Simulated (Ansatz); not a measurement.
# C₃H₁₂AlN: small, medium and large basis sets

How large a basis does C₃H₁₂AlN need? Two functionals are run in growing sets.

The runs use Ansatz 0.2.0, Gaussian basis; one geometry, several basis sets.

The runs, in order: PBE0-D4/def2-SVP; ωB97M-V/def2-SVP; PBE0-D4/def2-QZVPP; ωB97M-V/def2-QZVPP; the functionals' def2-TZVPP values are taken from earlier runs.

## 1. Structure used throughout

An earlier PBE0-D4 in a triple-zeta def2 set relaxation fixed the geometry.

SMILES `C[N+](C)(C)[AlH3-]`, 17 atoms, charge 0, spin multiplicity 1.

Atoms are counted from 1 here; the program's logs count them from 0.

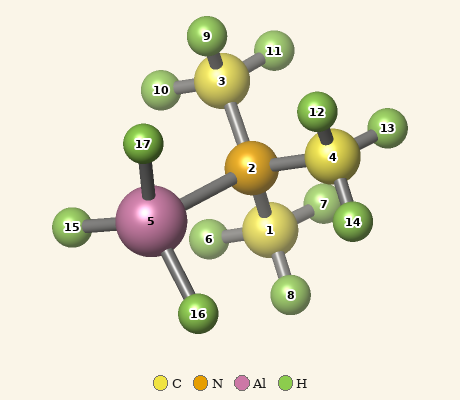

The structure; carbon yellow, nitrogen amber, aluminium pink, hydrogen green; atoms are numbered from 1 in the order of the file.

Geometry (Å):

```xyz
17
charge 0, multiplicity 1
C    -0.40021    0.33727   -1.42214
N     0.09111   -0.04081   -0.09256
C     1.37265    0.61958    0.17885
C     0.24561   -1.49714   -0.00659
Al   -1.27631    0.56400    1.31465
H    -0.53340    1.41846   -1.46168
H     0.30880    0.02763   -2.19864
H    -1.36390   -0.14084   -1.59820
H     1.71150    0.34879    1.17891
H     1.23609    1.70023    0.13615
H     2.12675    0.31711   -0.55695
H     0.58645   -1.76367    0.99394
H     0.97140   -1.85314   -0.74688
H    -0.71910   -1.97196   -0.18585
H    -1.27589    2.14531    1.03503
H    -2.56000   -0.26670    0.82394
H    -0.54033    0.05547    2.64824
```

## 2. PBE0-D4 in def2-SVP

File in.yaml:

```yaml
crystal:
  periodic: [false, false, false]
  atoms:
    - {symbol: C, position_ang: [-0.400214, 0.337272, -1.422141]}
    - {symbol: N, position_ang: [0.091107, -0.040811, -0.092565]}
    - {symbol: C, position_ang: [1.372655, 0.619582, 0.178848]}
    - {symbol: C, position_ang: [0.245611, -1.497136, -0.006589]}
    - {symbol: Al, position_ang: [-1.276308, 0.564004, 1.314652]}
    - {symbol: H, position_ang: [-0.533403, 1.418464, -1.461684]}
    - {symbol: H, position_ang: [0.308796, 0.027635, -2.198643]}
    - {symbol: H, position_ang: [-1.363899, -0.140844, -1.598204]}
    - {symbol: H, position_ang: [1.711496, 0.348786, 1.178911]}
    - {symbol: H, position_ang: [1.236085, 1.700231, 0.136146]}
    - {symbol: H, position_ang: [2.126746, 0.317107, -0.556948]}
    - {symbol: H, position_ang: [0.586453, -1.763672, 0.993941]}
    - {symbol: H, position_ang: [0.971398, -1.853142, -0.746881]}
    - {symbol: H, position_ang: [-0.719105, -1.971965, -0.185852]}
    - {symbol: H, position_ang: [-1.275886, 2.145312, 1.035027]}
    - {symbol: H, position_ang: [-2.559999, -0.266697, 0.823943]}
    - {symbol: H, position_ang: [-0.540329, 0.055472, 2.648239]}
basis:
  gaussian: {orbitals: def2-SVP}
hamiltonian: {xc: pbe0, dispersion: d4}
output: {orbitals: {seedname: orbitals}}
```

The run is started by

```bash
$ ansatz run in.yaml --threads 4 --pin off --events-out ev --progress --plain --max-ram 11315MiB
```

Standard output:

```text
Functional definition: PBE0
  name "PBE0"
  cite "Adamo & Barone, J. Chem. Phys. 110, 6158 (1999) doi:10.1063/1.478522"
  cite "Perdew, Burke & Ernzerhof, Phys. Rev. Lett. 77, 3865 (1996) doi:10.1103/PhysRevLett.77.3865"
  parent pbe
  parameter a = 0.25
  parameter kappa = 0.804
  parameter beta = 0.06672455060314922
  exchange = (1 - a)*pbe_x(kappa = kappa, mu = beta*pi^2/3) + a*exact_x
  correlation = pbe_c(beta = beta)
1568 factors; their error is unknown
mean field evaluation 1: about -11374.0914 eV, gradient 4.4e1 eV
mean field evaluation 2: about -11373.7974 eV, gradient 4.6e1 eV
mean field evaluation 4: about -11379.0463 eV, gradient 2.5e0 eV
mean field evaluation 8: about -11379.0545 eV, gradient 5.9e-2 eV
mean field evaluation 16: about -11379.1270 eV, gradient 1.7e-5 eV
mean field -11379.12697823 eV, -418.1752034007 hartree, gradient 1.7e-5 eV, S^2 0.000000; 0 other end points of the search recorded, 0 dependent functions left out
reference -11379.12701166 eV, -418.1752046293 hartree; 25, 25 occupied and 109, 109 virtual orbitals, 1568 factors
Total energy: -11379.45371884 eV, -418.1872108966 hartree
```

Run time: 1.6 s. Hardware: 4 threads of Arm Neoverse V2, shared host; peak memory 0.33 GiB.

## 3. ωB97M-V in def2-SVP

in.yaml: that of step 2 with these lines changed.

```diff
@@ -22,3 +22,3 @@
   gaussian: {orbitals: def2-SVP}
-hamiltonian: {xc: pbe0, dispersion: d4}
+hamiltonian: {xc: {name: wB97M-V}}
 output: {orbitals: {seedname: orbitals}}
```

Launched as before.

Standard output (excerpt; [...] marks lines left out):

```text
Functional definition: wB97M-V
  name "wB97M-V"
  cite "Mardirossian & Head-Gordon, J. Chem. Phys. 144, 214110 (2016) doi:10.1063/1.4952647"
  cite "Becke, J. Chem. Phys. 107, 8554 (1997) doi:10.1063/1.475007"
  cite "Vydrov & Van Voorhis, J. Chem. Phys. 133, 244103 (2010) doi:10.1063/1.3521275"
  # Of w^i u^j: cxij and so on, Table III.
[...]
  gx(w, u) = 1 - cx + cx01*u + cx10*w
  gss(w, u) = css00 + css04*u^4 + css10*w + css20*w^2 + css43*w^4*u^3
  gos(w, u) = cos00 + cos10*w + (cos20 + cos21*u)*w^2 + (cos60 + cos61*u)*w^6
[...]
      + integral(e_c_pw_mod_opposite_spin*gos(b97_w_opposite, b97_u_opposite)) + vv10(b, c)
1549 factors; their error is unknown
423 factors; integrals over basis functions are off by at most 1.0e-5 eV
[...]
mean field -11384.44715993 eV, -418.3707164721 hartree, gradient 2.1e-5 eV, S^2 0.000000; 0 other end points of the search recorded, 0 dependent functions left out
reference -11384.44721332 eV, -418.3707184339 hartree; 25, 25 occupied and 109, 109 virtual orbitals, 1549 factors
Total energy: -11384.44721332 eV, -418.3707184339 hartree
```

It took 6.5 s on 4 threads of Arm Neoverse V2, shared host; peak memory 0.47 GiB.

## 4. PBE0-D4 in def2-QZVPP

in.yaml: that of step 3 with these lines changed.

```diff
@@ -21,4 +21,4 @@
 basis:
-  gaussian: {orbitals: def2-SVP}
-hamiltonian: {xc: {name: wB97M-V}}
+  gaussian: {orbitals: "def2-QZVPP.json"}
+hamiltonian: {xc: pbe0, dispersion: d4}
 output: {orbitals: {seedname: orbitals}}
```

Same command.

Standard output:

```text
Functional definition: PBE0
  name "PBE0"
  cite "Adamo & Barone, J. Chem. Phys. 110, 6158 (1999) doi:10.1063/1.478522"
  cite "Perdew, Burke & Ernzerhof, Phys. Rev. Lett. 77, 3865 (1996) doi:10.1103/PhysRevLett.77.3865"
  parent pbe
  parameter a = 0.25
  parameter kappa = 0.804
  parameter beta = 0.06672455060314922
  exchange = (1 - a)*pbe_x(kappa = kappa, mu = beta*pi^2/3) + a*exact_x
  correlation = pbe_c(beta = beta)
1865 factors; their error is unknown
mean field evaluation 1: about -11378.2903 eV, gradient 6.2e1 eV
mean field evaluation 2: about -11374.0878 eV, gradient 7.4e1 eV
mean field evaluation 4: about -11387.1363 eV, gradient 4.1e0 eV
mean field evaluation 8: about -11387.1659 eV, gradient 3.7e-2 eV
mean field evaluation 16: about -11387.1681 eV, gradient 2.3e-5 eV
mean field -11387.16811833 eV, -418.4707098490 hartree, gradient 2.3e-5 eV, S^2 0.000000; 0 other end points of the search recorded, 0 dependent functions left out
reference -11387.16816923 eV, -418.4707117195 hartree; 25, 25 occupied and 633, 633 virtual orbitals, 1865 factors
Total energy: -11387.49487641 eV, -418.4827179867 hartree
```

It took 15 s on 4 threads of Arm Neoverse V2, shared host; peak memory 3 GiB.

## 5. ωB97M-V in def2-QZVPP

in.yaml: that of step 4 with these lines changed.

```diff
@@ -22,3 +22,3 @@
   gaussian: {orbitals: "def2-QZVPP.json"}
-hamiltonian: {xc: pbe0, dispersion: d4}
+hamiltonian: {xc: {name: wB97M-V}}
 output: {orbitals: {seedname: orbitals}}
```

Same command.

Standard output (excerpt; [...] marks lines left out):

```text
Functional definition: wB97M-V
  name "wB97M-V"
  cite "Mardirossian & Head-Gordon, J. Chem. Phys. 144, 214110 (2016) doi:10.1063/1.4952647"
  cite "Becke, J. Chem. Phys. 107, 8554 (1997) doi:10.1063/1.475007"
  cite "Vydrov & Van Voorhis, J. Chem. Phys. 133, 244103 (2010) doi:10.1063/1.3521275"
  # Of w^i u^j: cxij and so on, Table III.
[...]
  gx(w, u) = 1 - cx + cx01*u + cx10*w
  gss(w, u) = css00 + css04*u^4 + css10*w + css20*w^2 + css43*w^4*u^3
  gos(w, u) = cos00 + cos10*w + (cos20 + cos21*u)*w^2 + (cos60 + cos61*u)*w^6
[...]
      + integral(e_c_pw_mod_opposite_spin*gos(b97_w_opposite, b97_u_opposite)) + vv10(b, c)
1822 factors; their error is unknown
557 factors; integrals over basis functions are off by at most 9.7e-6 eV
[...]
mean field -11392.85932571 eV, -418.6798578625 hartree, gradient 3.6e-5 eV, S^2 0.000000; 0 other end points of the search recorded, 0 dependent functions left out
reference -11392.85940819 eV, -418.6798608934 hartree; 25, 25 occupied and 633, 633 virtual orbitals, 1822 factors
Total energy: -11392.85940819 eV, -418.6798608934 hartree
```

Wall time 31 s (4 threads of Arm Neoverse V2, shared host); peak memory 3.7 GiB.

## 6. Functionals by basis

The def2-TZVPP values come from earlier runs at the same geometry.

| functional | basis | functions | energy (eV) | from the largest (eV) | HOMO (eV) | LUMO (eV) |
| --- | --- | --- | --- | --- | --- | --- |
| PBE0-D4 | def2-SVP | 134 | -11379.4537 | 8.041 | -7.29 | 0.71 |
| PBE0-D4 | def2-TZVPP | 334 | -11387.0020 | 0.493 | -7.35 | 0.39 |
| PBE0-D4 | def2-QZVPP | 658 | -11387.4949 | 0.000 | -7.36 | 0.12 |
| ωB97M-V | def2-SVP | 134 | -11384.4472 | 8.412 | -9.49 | 2.40 |
| ωB97M-V | def2-TZVPP | 334 | -11392.3711 | 0.488 | -9.60 | 1.91 |
| ωB97M-V | def2-QZVPP | 658 | -11392.8594 | 0.000 | -9.61 | 1.29 |

## 7. What came out

| quantity | value |
| --- | --- |
| PBE0-D4: double and triple zeta above quadruple | 8.04, 0.49 eV |
| ωB97M-V: double and triple zeta above quadruple | 8.41, 0.49 eV |

What this shows: PBE0-D4 gains 7.55 eV from double to triple zeta, then 0.49 eV more. Total energies overstate the basis error of differences, where much of it tends to cancel. The LUMO of ωB97M-V is positive and keeps falling with the basis (2.40 to 1.29 eV): an unbound level that the basis holds in place.

For PBE0-D4 the largest set took about 9 times as long as the smallest (15 s against 1.6 s).
